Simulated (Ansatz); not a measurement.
# C₃H₃GaO: geometry and vibrations

The task is to find a stationary geometry of C₃H₃GaO, then compute its harmonic vibrations to see whether it is a minimum and to get the zero-point energy and entropy, and look at its orbitals and charge.

The runs use Ansatz 0.2.0, Gaussian basis; RKS PBE0-D4/def2-TZVP.

Plan: relaxation at PBE0-D4/def2-TZVP; harmonic vibrations at the same level; a single point in def2-TZVPP for the fields.

### 1 The system as given

SMILES `C#C[C](=O)[GaH2]`, 8 atoms, charge 0, spin multiplicity 1.

Atoms are counted from 1 here; the program's logs count them from 0.

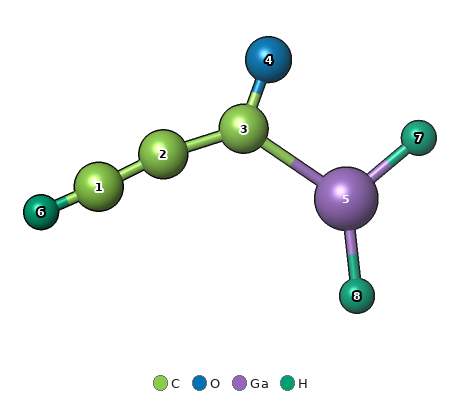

Start geometry, drawn with carbon green, oxygen blue, gallium purple, hydrogen teal; atoms are numbered from 1 in the order of the file.

As a file:

```mol
C3H3GaO
  3D, bonds by distance, orders not assigned

  8  7  0  0  0  0  0  0  0  0999 V2000
   -0.5598   -0.8041    2.2082 C   0  0
    0.0074   -0.1849    1.3410 C   0  0
    0.5282    0.4402    0.1896 C   0  0
    1.4326    1.2547    0.1323 O   0  0
   -0.0539    0.2003   -1.7887 Ga  0  0
   -1.0258   -1.3172    2.9984 H   0  0
    0.8626    1.1631   -2.6441 H   0  0
   -1.1911   -0.7522   -2.4367 H   0  0
  1  2  8  0
  2  3  8  0
  3  4  8  0
  3  5  8  0
  1  6  8  0
  5  7  8  0
  5  8  8  0
M  END
```

The start is a GFN2-xTB geometry.

### 2 Geometry optimisation, PBE0-D4/def2-TZVP

Contents of in.yaml:

```yaml
crystal:
  periodic: [false, false, false]
  atoms:
    - {symbol: C, position_ang: [-0.559790, -0.804110, 2.208210]}
    - {symbol: C, position_ang: [0.007360, -0.184930, 1.340950]}
    - {symbol: C, position_ang: [0.528170, 0.440250, 0.189590]}
    - {symbol: O, position_ang: [1.432560, 1.254710, 0.132310]}
    - {symbol: Ga, position_ang: [-0.053940, 0.200340, -1.788670]}
    - {symbol: H, position_ang: [-1.025800, -1.317220, 2.998370]}
    - {symbol: H, position_ang: [0.862580, 1.163120, -2.644050]}
    - {symbol: H, position_ang: [-1.191150, -0.752170, -2.436710]}
basis:
  gaussian: {orbitals: def2-TZVP}
hamiltonian: {xc: pbe0, dispersion: d4}
relax: {f_tol: 0.005, max_steps: 150}
```

Run with:

```console
> ansatz run in.yaml --threads 4 --pin off --events-out ev --progress --plain --max-ram 10444MiB
```

Output, cut to the lines that bear on the results:

```text
Functional definition: PBE0
  name "PBE0"
  cite "Adamo & Barone, J. Chem. Phys. 110, 6158 (1999) doi:10.1063/1.478522"
  cite "Perdew, Burke & Ernzerhof, Phys. Rev. Lett. 77, 3865 (1996) doi:10.1103/PhysRevLett.77.3865"
  parent pbe
[...]
1236 factors; their error is unknown
[...]
mean field -57570.26569140 eV, -2115.6682416315 hartree, gradient 5.7e-5 eV, S^2 0.000000; 0 other end points of the search recorded, 0 dependent functions left out
[...]
reference -57570.26572391 eV, -2115.6682428259 hartree; 30, 30 occupied and 160, 160 virtual orbitals, 1236 factors
relax step   1: F+E_penalty+E_count = -57570.41102271 eV  Δ(F+E_penalty+E_count) = +0.000e0 eV  max|allowed force component| = 1.913e0 eV/Å  Δτ_max = 0.0000 Å  (32 SCF iters, accepted)
[...]
relax step   3: F+E_penalty+E_count = -57570.58646365 eV  Δ(F+E_penalty+E_count) = -4.591e-2 eV  max|allowed force component| = 7.911e-1 eV/Å  Δτ_max = 0.1950 Å  (42 SCF iters, accepted)
[...]
relax step   5: F+E_penalty+E_count = -57570.60188148 eV  Δ(F+E_penalty+E_count) = -1.542e-2 eV  max|allowed force component| = 3.469e-1 eV/Å  Δτ_max = 0.0481 Å  (36 SCF iters, accepted)
[...]
relax step   7: F+E_penalty+E_count = -57570.60618511 eV  Δ(F+E_penalty+E_count) = -4.304e-3 eV  max|allowed force component| = 1.884e-1 eV/Å  Δτ_max = 0.0254 Å  (36 SCF iters, accepted)
[...]
relax step   9: F+E_penalty+E_count = -57570.60796648 eV  Δ(F+E_penalty+E_count) = -6.018e-4 eV  max|allowed force component| = 5.713e-2 eV/Å  Δτ_max = 0.0246 Å  (36 SCF iters, accepted)
[...]
relax step  10: F+E_penalty+E_count = -57570.60814331 eV  Δ(F+E_penalty+E_count) = -1.768e-4 eV  max|allowed force component| = 1.350e-2 eV/Å  Δτ_max = 0.0129 Å  (36 SCF iters, accepted)
[...]
relax step  11: F+E_penalty+E_count = -57570.60816255 eV  Δ(F+E_penalty+E_count) = -1.923e-5 eV  max|allowed force component| = 3.709e-3 eV/Å  Δτ_max = 0.0069 Å  (37 SCF iters, accepted)
1236 factors; their error is unknown
[...]
mean field -57570.45986666 eV, -2115.6753774406 hartree, gradient 1.2e-5 eV, S^2 0.000000; 1 other end points of the search recorded, 0 dependent functions left out
[...]
reference -57570.45989883 eV, -2115.6753786227 hartree; 30, 30 occupied and 160, 160 virtual orbitals, 1236 factors
Total energy: -57570.60819471 eV, -2115.6808283959 hartree
Atom 0 at    -0.605030    -0.824003     2.034356 Å, force    -0.002197    -0.001566    -0.001962 eV/Å
Atom 1 at     0.016037    -0.158225     1.245608 Å, force     0.003070     0.001533     0.003709 eV/Å
Atom 2 at     0.657428     0.564789     0.170764 Å, force    -0.002008    -0.001582    -0.002261 eV/Å
Atom 3 at     1.562880     1.347880     0.363826 Å, force    -0.002569    -0.001769    -0.000816 eV/Å
Atom 4 at    -0.015978     0.226047    -1.729674 Å, force     0.001325     0.001064    -0.001180 eV/Å
Atom 5 at    -1.138082    -1.401383     2.753839 Å, force     0.000772     0.000878     0.000364 eV/Å
Atom 6 at     0.711092     1.030118    -2.857174 Å, force     0.001060     0.001141    -0.000912 eV/Å
Atom 7 at    -1.188356    -0.785233    -1.981544 Å, force     0.000546     0.000299     0.003059 eV/Å
Dipole moment:    -0.429176    -0.379974    -0.029151 e Å
```

Run time: 31 s. Hardware: 4 threads of Arm Neoverse V2, shared host; peak memory 0.48 GiB.

The steps of the relaxation: (the energy doesn't fall at every step)

| step | energy from step 1 (eV) | largest force component (eV/Å) |
| --- | --- | --- |
| 1 | 0.0000 | 1.9131 |
| 2 | -0.1295 | 0.9145 |
| 3 | -0.1754 | 0.7911 |
| 4 | -0.1670 | 1.3943 |
| 5 | -0.1909 | 0.3469 |
| 6 | -0.1845 | 0.4702 |
| 7 | -0.1952 | 0.1884 |
| 8 | -0.1963 | 0.0956 |
| 9 | -0.1969 | 0.0571 |
| 10 | -0.1971 | 0.0135 |
| 11 | -0.1971 | 0.0037 |

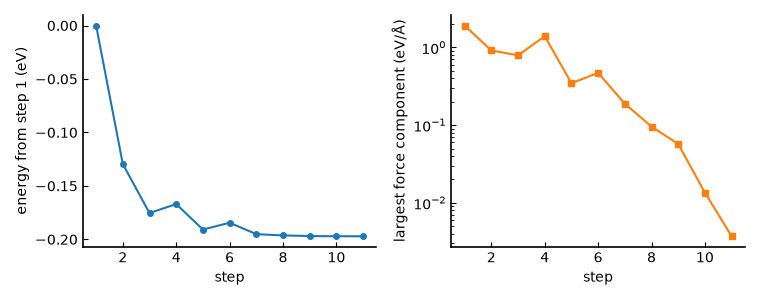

Energy and force, step by step.

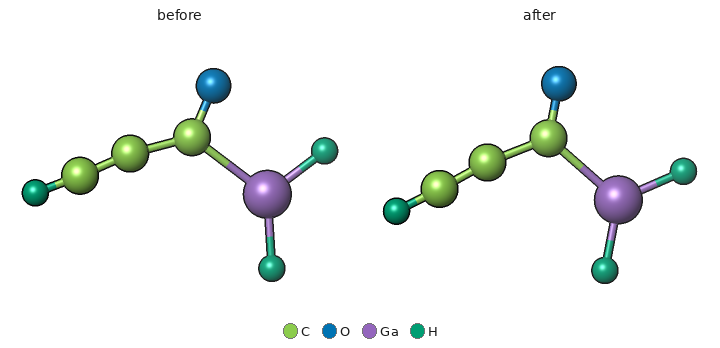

The geometry before (left) and after (right).

Close pairs (by a distance rule), those that changed most:

| bond | before (Å) | after (Å) | change (Å) |
| --- | --- | --- | --- |
| Ga5–H8 | 1.619 | 1.569 | -0.050 |
| C2–C3 | 1.410 | 1.445 | +0.036 |
| C3–Ga5 | 2.076 | 2.044 | -0.032 |
| Ga5–H7 | 1.581 | 1.564 | -0.017 |
| C1–H6 | 1.051 | 1.065 | +0.014 |
| C3–O4 | 1.218 | 1.213 | -0.006 |
| C1–C2 | 1.207 | 1.205 | -0.003 |

Mulliken charges of the relaxed molecule (report file):

| atom | value (e) |
| --- | --- |
| C1 | -0.08 |
| C2 | 0.03 |
| C3 | -0.08 |
| O4 | -0.26 |
| Ga5 | 0.31 |
| H6 | 0.19 |
| H7 | -0.05 |
| H8 | -0.06 |

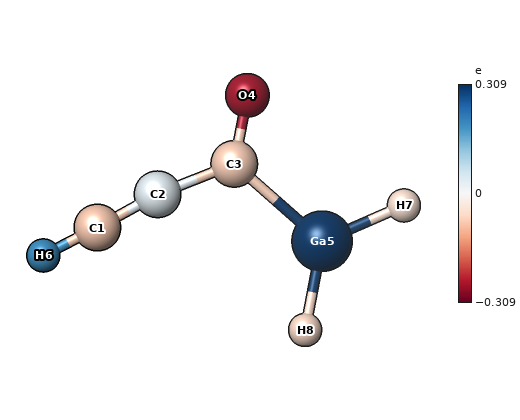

Mulliken charges of the relaxed molecule (report file), as colours on the atoms.

### 3 Harmonic vibrations

Contents of in.yaml:

```yaml
crystal:
  periodic: [false, false, false]
  atoms:
    - {symbol: C, position_ang: [-0.605030, -0.824003, 2.034356]}
    - {symbol: C, position_ang: [0.016037, -0.158225, 1.245608]}
    - {symbol: C, position_ang: [0.657428, 0.564789, 0.170764]}
    - {symbol: O, position_ang: [1.562880, 1.347880, 0.363826]}
    - {symbol: Ga, position_ang: [-0.015978, 0.226047, -1.729674]}
    - {symbol: H, position_ang: [-1.138082, -1.401383, 2.753839]}
    - {symbol: H, position_ang: [0.711092, 1.030118, -2.857174]}
    - {symbol: H, position_ang: [-1.188356, -0.785233, -1.981544]}
basis:
  gaussian: {orbitals: def2-TZVP}
hamiltonian: {xc: pbe0, dispersion: d4}
phonons: {temperatures: {t_min: 298.15, t_max: 900, t_step: 200}}
```

Launched as before.

Output, cut to the lines that bear on the results:

```text
Functional definition: PBE0
  name "PBE0"
  cite "Adamo & Barone, J. Chem. Phys. 110, 6158 (1999) doi:10.1063/1.478522"
  cite "Perdew, Burke & Ernzerhof, Phys. Rev. Lett. 77, 3865 (1996) doi:10.1103/PhysRevLett.77.3865"
  parent pbe
[...]
1236 factors; their error is unknown
[...]
mean field -57570.45986650 eV, -2115.6753774348 hartree, gradient 3.5e-5 eV, S^2 0.000000; 0 other end points of the search recorded, 0 dependent functions left out
[...]
reference -57570.45989874 eV, -2115.6753786196 hartree; 30, 30 occupied and 160, 160 virtual orbitals, 1236 factors
[...]
1236 factors; their error is unknown
mean field -57570.45971897 eV, -2115.6753720128 hartree, gradient 1.4e-6 eV, S^2 0.000000; 0 other end points of the search recorded, 0 dependent functions left out
[...]
reference -57570.45975121 eV, -2115.6753731978 hartree; 30, 30 occupied and 160, 160 virtual orbitals, 1236 factors
[...]
1236 factors; their error is unknown
[...]
WARN: phonons: modes at or below zero, which the zero-point energy, F, S and C_V leave out: 1, the lowest at -96.50 cm⁻¹. A minimum has none, and a first-order saddle one
[...]
Total energy: -57570.60819464 eV, -2115.6808283931 hartree
Atom 0 at    -0.605030    -0.824003     2.034356 Å, force    -0.002171    -0.001548    -0.001930 eV/Å
Atom 1 at     0.016037    -0.158225     1.245608 Å, force     0.003064     0.001542     0.003636 eV/Å
Atom 2 at     0.657428     0.564789     0.170764 Å, force    -0.002037    -0.001616    -0.002223 eV/Å
Atom 3 at     1.562880     1.347880     0.363826 Å, force    -0.002562    -0.001765    -0.000810 eV/Å
Atom 4 at    -0.015978     0.226047    -1.729674 Å, force     0.001369     0.001086    -0.001103 eV/Å
Atom 5 at    -1.138082    -1.401383     2.753839 Å, force     0.000768     0.000876     0.000355 eV/Å
Atom 6 at     0.711092     1.030118    -2.857174 Å, force     0.001024     0.001119    -0.000941 eV/Å
Atom 7 at    -1.188356    -0.785233    -1.981544 Å, force     0.000546     0.000305     0.003015 eV/Å
Dipole moment:    -0.429175    -0.379973    -0.029149 e Å
Vibrations: -96.50 106.29 208.42 251.32 362.38 453.47 466.15 641.61 656.39 663.03 725.82 752.91 997.83 1715.58 1970.44 1997.38 2185.78 3471.73 cm⁻¹, zero-point energy 1.092706 eV
```

It took 83 s on 4 threads of Arm Neoverse V2, shared host; peak memory 0.48 GiB.

Motions are named by where the mode's potential energy lies. The modes, unscaled (a negative number is an imaginary wavenumber):

| mode | cm⁻¹ | motion |
| --- | --- | --- |
| 1 | -96 | torsion |
| 2 | 106 | bend |
| 3 | 208 | bend |
| 4 | 251 | bend |
| 5 | 362 | Ga–C stretch with bend |
| 6 | 453 | torsion with out-of-plane bend |
| 7 | 466 | bend |
| 8 | 642 | torsion with out-of-plane bend |
| 9 | 656 | bend |
| 10 | 663 | bend |
| 11 | 726 | bend |
| 12 | 753 | bend |
| 13 | 998 | C–C stretch with bend |
| 14 | 1716 | C–O stretch |
| 15 | 1970 | Ga–H stretch |
| 16 | 1997 | Ga–H stretch |
| 17 | 2186 | C–C stretch |
| 18 | 3472 | C–H stretch |

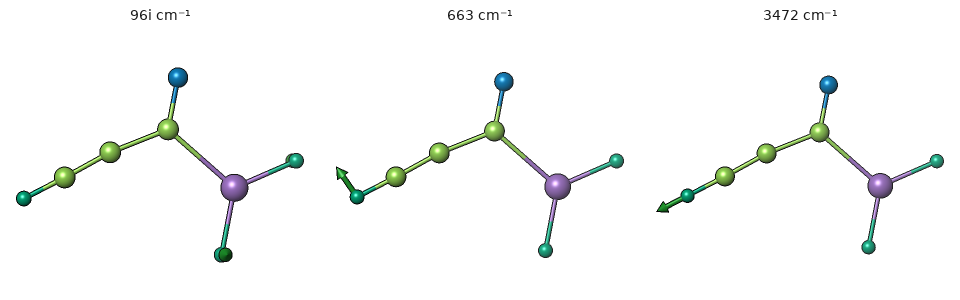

Displacements of 3 modes, as arrows.

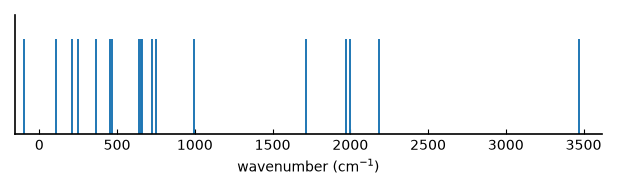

The harmonic wavenumbers as sticks (no intensities were computed).

No thermochemistry is derived: a mode is imaginary or nearly free.

### 4 Fields at the relaxed geometry

Changes to in.yaml since step 3:

```diff
@@ -12,4 +12,4 @@
 basis:
-  gaussian: {orbitals: def2-TZVP}
+  gaussian: {orbitals: def2-TZVPP}
 hamiltonian: {xc: pbe0, dispersion: d4}
-phonons: {temperatures: {t_min: 298.15, t_max: 900, t_step: 200}}
+output: {orbitals: {seedname: orbitals}}
```

Launched as before.

Output:

```text
Functional definition: PBE0
  name "PBE0"
  cite "Adamo & Barone, J. Chem. Phys. 110, 6158 (1999) doi:10.1063/1.478522"
  cite "Perdew, Burke & Ernzerhof, Phys. Rev. Lett. 77, 3865 (1996) doi:10.1103/PhysRevLett.77.3865"
  parent pbe
  parameter a = 0.25
  parameter kappa = 0.804
  parameter beta = 0.06672455060314922
  exchange = (1 - a)*pbe_x(kappa = kappa, mu = beta*pi^2/3) + a*exact_x
  correlation = pbe_c(beta = beta)
1281 factors; their error is unknown
mean field evaluation 1: about -57564.0421 eV, gradient 5.7e1 eV
mean field evaluation 2: about -57556.6704 eV, gradient 8.6e1 eV
mean field evaluation 4: about -57570.2132 eV, gradient 6.0e0 eV
mean field evaluation 8: about -57570.2812 eV, gradient 5.4e-2 eV
mean field evaluation 16: about -57570.4804 eV, gradient 1.9e-5 eV
mean field -57570.48043263 eV, -2115.6761332261 hartree, gradient 1.9e-5 eV, S^2 0.000000; 0 other end points of the search recorded, 0 dependent functions left out
reference -57570.48046470 eV, -2115.6761344044 hartree; 30, 30 occupied and 184, 184 virtual orbitals, 1281 factors
Total energy: -57570.62876059 eV, -2115.6815841779 hartree
```

Run time: 2 s. Hardware: 4 threads of Arm Neoverse V2, shared host; peak memory 0.5 GiB.

Orbitals, density, ELF and potential are computed afterwards from the orbital file.

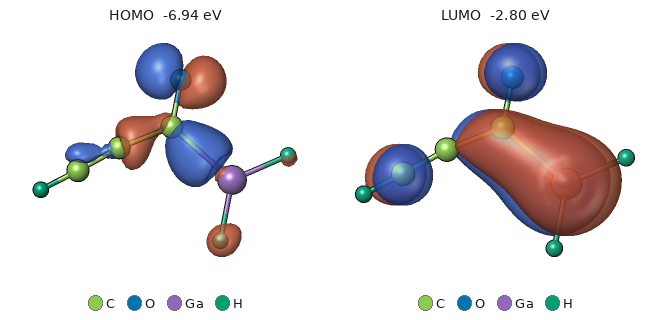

PBE0-D4/def2-TZVPP orbitals near the gap, drawn at the value that encloses 70 % of each; the two colours are the two signs.

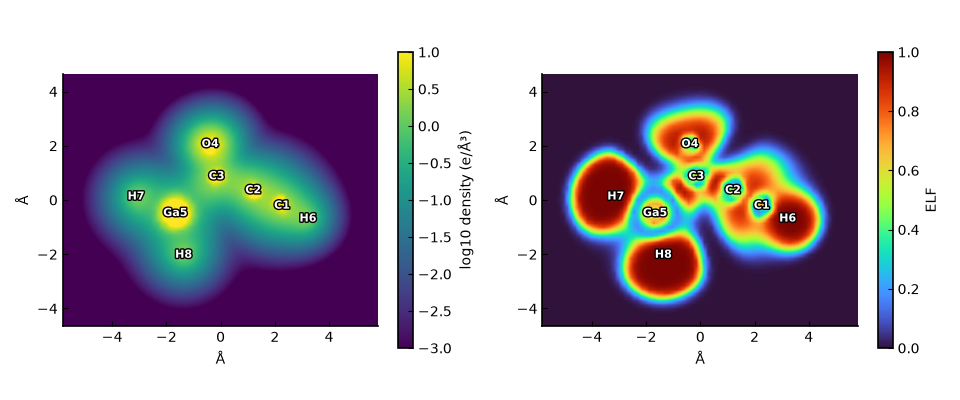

Density (left) and ELF (right) in a plane through or near 8 of the atoms.

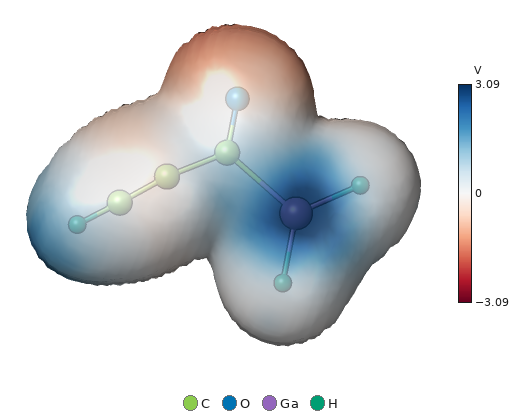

The potential that a unit positive charge feels on the 0.002 e/bohr³ surface, from -1.48 V near O4 to 3.09 V near Ga5.

### 5 Summary of results

```
                  quantity            value
               point group               Cs
                     steps               11
shift from the start (rms)          0.258 Å
              total energy   -57570.6082 eV
           dispersion term         -148 meV
             dipole moment           2.76 D
lowest, highest wavenumber   -96, 3472 cm⁻¹
                HOMO, LUMO  -6.94, -2.80 eV
```

What this shows: The relaxed geometry lies 0.26 Å (rms) from the start; the bond that changed most is Ga5–H8, from 1.619 to 1.569 Å. 1 imaginary mode (down to -96 cm⁻¹): the end point is a saddle, not a minimum. The stiffest mode, 3472 cm⁻¹, is a C–H stretch. Harmonic hybrid wavenumbers usually lie a few per cent above measured fundamentals. The largest Mulliken charge, +0.31 e, sits on Ga5. The HOMO lies mostly on O4 47 %; C3 19 % and the LUMO on Ga5 31 %; C3 23 %.
